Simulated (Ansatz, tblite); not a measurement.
**The cluster Ge6H8: removing and adding an electron**

Aim: the energy of removing and adding an electron for the cluster Ge6H8, by energy differences, and how well orbital energies stand in for it.

Computed with Ansatz 0.2.0, Gaussian basis. Level: as each input shows.

Plan: charge +1 doublet, at the geometry of the singlet (PBE0-D4/def2-TZVP, PBE-D4/def2-TZVP, LDA/def2-TZVP); charge -1 doublet, at the geometry of the singlet (PBE0-D4/def2-TZVPD, PBE-D4/def2-TZVPD, LDA/def2-TZVPD); the starting singlet's energies come from earlier runs.

2 further runs of the same task are left out: 2 set aside as unsound or not needed.

## (1) The geometry

The singlet was relaxed beforehand with PBE0-D4/def2-SVP. At that level it is the lowest of the isomers that a small search found.

14 atoms, charge 0, spin multiplicity 1.

Atoms are counted from 1 here; the program's logs count them from 0.

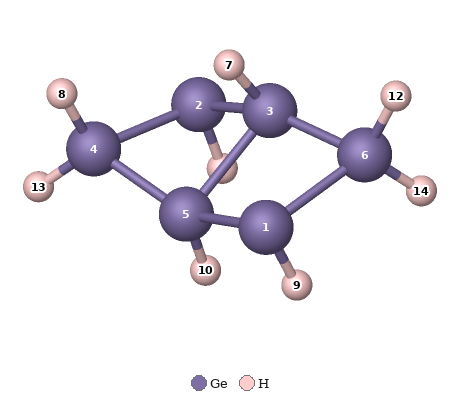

The structure; germanium purple, hydrogen pink; atoms are numbered from 1 in the order of the file.

## (2) Charge +1 doublet at the fixed geometry, PBE0-D4/def2-TZVP

The input, in.yaml:

```yaml
crystal:
  periodic: [false, false, false]
  atoms:
    - {symbol: Ge, position_ang: [-1.028691, -2.324712, 0.461731]}
    - {symbol: Ge, position_ang: [0.979912, 2.194718, -0.364179]}
    - {symbol: Ge, position_ang: [1.251139, -0.163594, 0.240516]}
    - {symbol: Ge, position_ang: [-1.142399, 2.416384, 0.924959]}
    - {symbol: Ge, position_ang: [-1.272009, 0.237809, -0.038685]}
    - {symbol: Ge, position_ang: [1.385770, -2.491156, -0.293363]}
    - {symbol: H, position_ang: [1.246015, -0.136043, 1.796094]}
    - {symbol: H, position_ang: [-0.881663, 2.454643, 2.437229]}
    - {symbol: H, position_ang: [-1.322924, -2.318576, -1.113420]}
    - {symbol: H, position_ang: [-1.662292, 0.438814, -1.523022]}
    - {symbol: H, position_ang: [0.484421, 2.168287, -1.851963]}
    - {symbol: H, position_ang: [2.436306, -3.162519, 0.613871]}
    - {symbol: H, position_ang: [-2.152702, 3.486358, 0.482161]}
    - {symbol: H, position_ang: [1.679127, -2.800433, -1.771951]}
basis:
  gaussian: {orbitals: def2-TZVP}
total_charge: 1
magnetization: {spin_polarized: true, initial_magnetization: 1}
hamiltonian: {xc: pbe0, dispersion: d4}
scf: {omitted_lower_state_checks: [starts]}
output: {orbitals: {seedname: orbitals}}
```

The run is started by

```sh
$ ansatz run in.yaml --threads 4 --pin off --events-out ev --progress --plain --max-ram 8704MiB
```

The program printed:

```text
Functional definition: PBE0
  name "PBE0"
  cite "Adamo & Barone, J. Chem. Phys. 110, 6158 (1999) doi:10.1063/1.478522"
  cite "Perdew, Burke & Ernzerhof, Phys. Rev. Lett. 77, 3865 (1996) doi:10.1103/PhysRevLett.77.3865"
  parent pbe
  parameter a = 0.25
  parameter kappa = 0.804
  parameter beta = 0.06672455060314922
  exchange = (1 - a)*pbe_x(kappa = kappa, mu = beta*pi^2/3) + a*exact_x
  correlation = pbe_c(beta = beta)
these checks for a lower state are left out or cut short: starts
2360 factors; integrals over basis functions are off by at most 1.2e-3 eV
mean field evaluation 1: about -339187.5808 eV, gradient 2.6e1 eV
mean field evaluation 2: about -339185.8357 eV, gradient 3.0e1 eV
mean field evaluation 4: about -339190.1972 eV, gradient 1.8e0 eV
mean field evaluation 8: about -339190.3052 eV, gradient 4.5e-1 eV
mean field evaluation 16: about -339190.3080 eV, gradient 4.3e-3 eV
mean field -339190.30801243 eV, -12465.0139080085 hartree, gradient 3.8e-5 eV, S^2 0.784396; 0 other end points of the search recorded, 0 dependent functions left out
reference -339190.30805207 eV, -12465.0139094652 hartree; 100, 99 occupied and 236, 237 virtual orbitals, 2360 factors
Total energy: -339190.80380095 eV, -12465.0321279005 hartree
Checks for a lower state left out: starts
```

Wall time 61 s (4 threads of Intel Xeon Platinum 8259CL at 2.50GHz, shared host); peak memory 2.5 GiB.

From the report: HOMO -10.86 eV, LUMO -8.90 eV (over both spins); ⟨S²⟩ 0.784 (pure: 0.75).

## (3) Charge +1 doublet at the fixed geometry, PBE-D4/def2-TZVP

start.molden holds the orbitals of an earlier run on this state, given as this run's starting guess.

in.yaml, as its differences from that of step 2:

```diff
@@ -18,6 +18,6 @@
 basis:
-  gaussian: {orbitals: def2-TZVP}
+  gaussian: {orbitals: def2-TZVP, initial_orbitals: start.molden}
 total_charge: 1
 magnetization: {spin_polarized: true, initial_magnetization: 1}
-hamiltonian: {xc: pbe0, dispersion: d4}
+hamiltonian: {xc: pbe, dispersion: d4}
 scf: {omitted_lower_state_checks: [starts]}
```

Same command.

The program printed:

```text
Functional definition: PBE
  name "PBE"
  cite "Perdew, Burke & Ernzerhof, Phys. Rev. Lett. 77, 3865 (1996) doi:10.1103/PhysRevLett.77.3865"
  parent pbe
  parameter kappa = 0.804
  parameter beta = 0.06672455060314922
  exchange = pbe_x(kappa = kappa, mu = beta*pi^2/3)
  correlation = pbe_c(beta = beta)
these checks for a lower state are left out or cut short: starts
2500 factors; their error is unknown
mean field evaluation 1: about -339181.4420 eV, gradient 1.4e1 eV
mean field evaluation 2: about -339181.7665 eV, gradient 4.7e-1 eV
mean field evaluation 4: about -339181.7008 eV, gradient 4.6e-2 eV
mean field evaluation 8: about -339181.7008 eV, gradient 1.8e-5 eV
mean field -339181.70077432 eV, -12464.6975978422 hartree, gradient 1.8e-5 eV, S^2 0.757572; 0 other end points of the search recorded, 0 dependent functions left out
reference -339181.70082806 eV, -12464.6975998171 hartree; 100, 99 occupied and 236, 237 virtual orbitals, 2500 factors
Total energy: -339182.26863355 eV, -12464.7184662839 hartree
Checks for a lower state left out: starts
```

Wall time 17 s (4 threads of Intel Xeon Platinum 8259CL at 2.50GHz, shared host); peak memory 1 GiB.

Report: HOMO -10.01 eV, LUMO -9.51 eV (over both spins); ⟨S²⟩ 0.758 (pure: 0.75).

## (4) Charge +1 doublet at the fixed geometry, LDA/def2-TZVP

in.yaml, as its differences from that of step 3:

```diff
@@ -21,3 +21,3 @@
 magnetization: {spin_polarized: true, initial_magnetization: 1}
-hamiltonian: {xc: pbe, dispersion: d4}
+hamiltonian: {xc: lda}
 scf: {omitted_lower_state_checks: [starts]}
```

Same command.

The program printed:

```text
Functional definition: SPW92
  name "SPW92"
  cite "Dirac, Proc. Camb. Phil. Soc. 26, 376 (1930) doi:10.1017/S0305004100016108"
  cite "Slater, Phys. Rev. 81, 385 (1951) doi:10.1103/PhysRev.81.385"
  cite "Perdew & Wang, Phys. Rev. B 45, 13244 (1992) doi:10.1103/PhysRevB.45.13244"
  exchange = slater_x
  correlation = pw_c
these checks for a lower state are left out or cut short: starts
2500 factors; their error is unknown
mean field evaluation 1: about -338715.9231 eV, gradient 3.6e1 eV
mean field evaluation 2: about -338716.7061 eV, gradient 1.3e0 eV
mean field evaluation 4: about -338716.6720 eV, gradient 1.0e-1 eV
mean field evaluation 8: about -338716.6722 eV, gradient 1.9e-5 eV
mean field -338716.67222564 eV, -12447.6081138856 hartree, gradient 1.9e-5 eV, S^2 0.752915; 0 other end points of the search recorded, 0 dependent functions left out
reference -338716.67227598 eV, -12447.6081157357 hartree; 100, 99 occupied and 236, 237 virtual orbitals, 2500 factors
Total energy: -338716.67227598 eV, -12447.6081157357 hartree
Checks for a lower state left out: starts
```

It took 11 s on 4 threads of Intel Xeon Platinum 8259CL at 2.50GHz, shared host; peak memory 1 GiB.

HOMO -10.12 eV, LUMO -9.77 eV (over both spins); ⟨S²⟩ 0.753 (pure: 0.75).

## (5) Vertical ionisation energy

Charged state less starting state, singlet to doublet; the starting state's energies are those of its earlier runs.

| level | vertical ionisation energy (eV) | time |
| --- | --- | --- |
| LDA/def2-TZVP | +7.66 | 18 s |
| PBE-D4/def2-TZVP | +7.48 | 27 s |
| PBE0-D4/def2-TZVP | +7.54 | 93 s |

Times add the two runs; a level without a time comes out of a correlated run.

Beside −ε(HOMO) of the starting state:

| level | −ε(HOMO) (eV) | by difference (eV) | mismatch (eV) |
| --- | --- | --- | --- |
| LDA/def2-TZVP | 5.55 | 7.66 | -2.11 |
| PBE-D4/def2-TZVP | 5.38 | 7.48 | -2.10 |
| PBE0-D4/def2-TZVP | 6.10 | 7.54 | -1.43 |

## (6) Charge -1 doublet at the fixed geometry, PBE0-D4/def2-TZVPD

in.yaml, as its differences from that of step 4:

```diff
@@ -18,6 +18,6 @@
 basis:
-  gaussian: {orbitals: def2-TZVP, initial_orbitals: start.molden}
-total_charge: 1
+  gaussian: {orbitals: def2-TZVPD}
+total_charge: -1
 magnetization: {spin_polarized: true, initial_magnetization: 1}
-hamiltonian: {xc: lda}
+hamiltonian: {xc: pbe0, dispersion: d4}
 scf: {omitted_lower_state_checks: [starts]}
```

The command is unchanged.

The program printed, shortened:

```text
Functional definition: PBE0
  name "PBE0"
  cite "Adamo & Barone, J. Chem. Phys. 110, 6158 (1999) doi:10.1063/1.478522"
  cite "Perdew, Burke & Ernzerhof, Phys. Rev. Lett. 77, 3865 (1996) doi:10.1103/PhysRevLett.77.3865"
  parent pbe
[...]
2964 factors; their error is unknown
the host lacks memory for fits, so the integrals are decomposed
2697 factors; integrals over basis functions are off by at most 1.2e-3 eV
[...]
mean field -339199.19688041 eV, -12465.3405678816 hartree, gradient 2.8e-5 eV, S^2 0.757939; 0 other end points of the search recorded, 0 dependent functions left out
reference -339199.19693561 eV, -12465.3405699103 hartree; 101, 100 occupied and 295, 296 virtual orbitals, 2697 factors
Total energy: -339199.76481015 eV, -12465.3614389145 hartree
Checks for a lower state left out: starts
```

Run time: 89 s. Hardware: 4 threads of Intel Xeon Platinum 8259CL at 2.50GHz, shared host; peak memory 3.5 GiB.

From the report: HOMO 0.02 eV, LUMO 1.72 eV (over both spins); ⟨S²⟩ 0.758 (pure: 0.75). Doubts: highest occupied level lies above zero.

## (7) Charge -1 doublet at the fixed geometry, PBE-D4/def2-TZVPD

in.yaml, as its differences from that of step 6:

```diff
@@ -18,6 +18,6 @@
 basis:
-  gaussian: {orbitals: def2-TZVPD}
+  gaussian: {orbitals: def2-TZVPD, initial_orbitals: start.molden}
 total_charge: -1
 magnetization: {spin_polarized: true, initial_magnetization: 1}
-hamiltonian: {xc: pbe0, dispersion: d4}
+hamiltonian: {xc: pbe, dispersion: d4}
 scf: {omitted_lower_state_checks: [starts]}
```

Launched as before.

The program printed:

```text
Functional definition: PBE
  name "PBE"
  cite "Perdew, Burke & Ernzerhof, Phys. Rev. Lett. 77, 3865 (1996) doi:10.1103/PhysRevLett.77.3865"
  parent pbe
  parameter kappa = 0.804
  parameter beta = 0.06672455060314922
  exchange = pbe_x(kappa = kappa, mu = beta*pi^2/3)
  correlation = pbe_c(beta = beta)
these checks for a lower state are left out or cut short: starts
2646 factors; their error is unknown
mean field evaluation 1: about -339190.1642 eV, gradient 1.4e1 eV
mean field evaluation 2: about -339190.4822 eV, gradient 4.3e-1 eV
mean field evaluation 4: about -339190.4511 eV, gradient 5.6e-2 eV
mean field evaluation 8: about -339190.4511 eV, gradient 5.4e-5 eV
mean field -339190.45110164 eV, -12465.0191664399 hartree, gradient 1.9e-5 eV, S^2 0.752981; 0 other end points of the search recorded, 0 dependent functions left out
reference -339190.45117638 eV, -12465.0191691864 hartree; 101, 100 occupied and 295, 296 virtual orbitals, 2646 factors
Total energy: -339191.10113099 eV, -12465.0430545781 hartree
Checks for a lower state left out: starts
```

It took 26 s on 4 threads of Intel Xeon Platinum 8259CL at 2.50GHz, shared host; peak memory 1.6 GiB.

Report: HOMO 0.68 eV, LUMO 1.11 eV (over both spins); ⟨S²⟩ 0.753 (pure: 0.75). Doubts: highest occupied level lies above zero.

## (8) Charge -1 doublet at the fixed geometry, LDA/def2-TZVPD

in.yaml, as its differences from that of step 7:

```diff
@@ -21,3 +21,3 @@
 magnetization: {spin_polarized: true, initial_magnetization: 1}
-hamiltonian: {xc: pbe, dispersion: d4}
+hamiltonian: {xc: lda}
 scf: {omitted_lower_state_checks: [starts]}
```

Same command.

The program printed:

```text
Functional definition: SPW92
  name "SPW92"
  cite "Dirac, Proc. Camb. Phil. Soc. 26, 376 (1930) doi:10.1017/S0305004100016108"
  cite "Slater, Phys. Rev. 81, 385 (1951) doi:10.1103/PhysRev.81.385"
  cite "Perdew & Wang, Phys. Rev. B 45, 13244 (1992) doi:10.1103/PhysRevB.45.13244"
  exchange = slater_x
  correlation = pw_c
these checks for a lower state are left out or cut short: starts
2646 factors; their error is unknown
mean field evaluation 1: about -338724.9924 eV, gradient 3.6e1 eV
mean field evaluation 2: about -338725.7805 eV, gradient 1.3e0 eV
mean field evaluation 4: about -338725.7740 eV, gradient 6.7e-2 eV
mean field evaluation 8: about -338725.7741 eV, gradient 2.2e-5 eV
mean field -338725.77406892 eV, -12447.9426004569 hartree, gradient 2.2e-5 eV, S^2 0.751144; 0 other end points of the search recorded, 0 dependent functions left out
reference -338725.77413642 eV, -12447.9426029375 hartree; 101, 100 occupied and 295, 296 virtual orbitals, 2646 factors
Total energy: -338725.77413642 eV, -12447.9426029375 hartree
Checks for a lower state left out: starts
```

It took 15 s on 4 threads of Intel Xeon Platinum 8259CL at 2.50GHz, shared host; peak memory 1.6 GiB.

From the report: HOMO 0.58 eV, LUMO 0.87 eV (over both spins); ⟨S²⟩ 0.751 (pure: 0.75). Doubts: highest occupied level lies above zero.

## (9) Vertical electron affinity

Starting state less charged state (positive: the electron is bound), singlet to doublet; the starting state's energies are those of its earlier runs.

| level | vertical electron affinity (eV) | time |
| --- | --- | --- |
| LDA/def2-TZVPD | +1.37 | 25 s |
| PBE-D4/def2-TZVPD | +1.28 | 38 s |
| PBE0-D4/def2-TZVPD | +1.35 | 2.1 min |

Times add the two runs; a level without a time comes out of a correlated run.

Beside −ε(LUMO) of the starting state:

| level | −ε(LUMO) (eV) | by difference (eV) | mismatch (eV) |
| --- | --- | --- | --- |
| LDA/def2-TZVPD | 3.36 | 1.37 | +1.99 |
| PBE-D4/def2-TZVPD | 3.18 | 1.28 | +1.90 |
| PBE0-D4/def2-TZVPD | 2.63 | 1.35 | +1.28 |

## (10) Results

| quantity | value |
| --- | --- |
| vertical ionisation energy, functionals in def2-TZVP | 7.48 (PBE-D4) to 7.66 eV (LDA) |
| vertical electron affinity, functionals in def2-TZVPD | 1.28 (PBE-D4) to 1.37 eV (LDA) |

In words: The vertical ionisation energy spans 7.48 to 7.66 eV over the functionals. −ε(HOMO) misses the level's own difference by -1.43 eV at best (PBE0-D4) and -2.11 eV at worst (LDA). The vertical electron affinity spans 1.28 to 1.37 eV over the functionals. The anion's highest level lies above zero where self-interaction lifts it, so diffuse functions weigh on these values. −ε(LUMO) misses the level's own difference by +1.28 eV at best (PBE0-D4) and +1.99 eV at worst (LDA).
